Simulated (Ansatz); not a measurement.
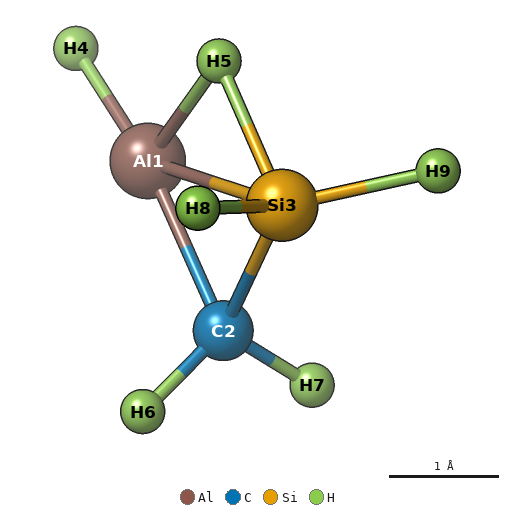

Orthographic view. Atoms fade into the background with distance from the viewer. The species has charge +1 and is a spin singlet. The geometry was computed by an optimisation with PBE0-D4/def2-TZVP. No frequency run is at hand to confirm it as a minimum.

Give the geometry as a Z-matrix, atoms in numerical order, with these reference atoms: 2 to 1; 3 to 2, 1; 4 to 1, 3, 2; 5 to 3, 2, 1; 6 to 2, 3, 5; 7 to 2, 6, 3; 8 to 3, 5, 1; 9 to 3, 8, 5.

```
Al 
C    1   1.914
Si   2   1.873   1    86.0
H    1   1.555   3   146.9   2   180.0
H    3   1.616   2    94.6   1     0.0
H    2   1.092   3   114.6   5  -116.5
H    2   1.092   6   109.0   3   129.9
H    3   1.474   5   101.6   1  -119.1
H    3   1.474   8   117.6   5   109.8
```
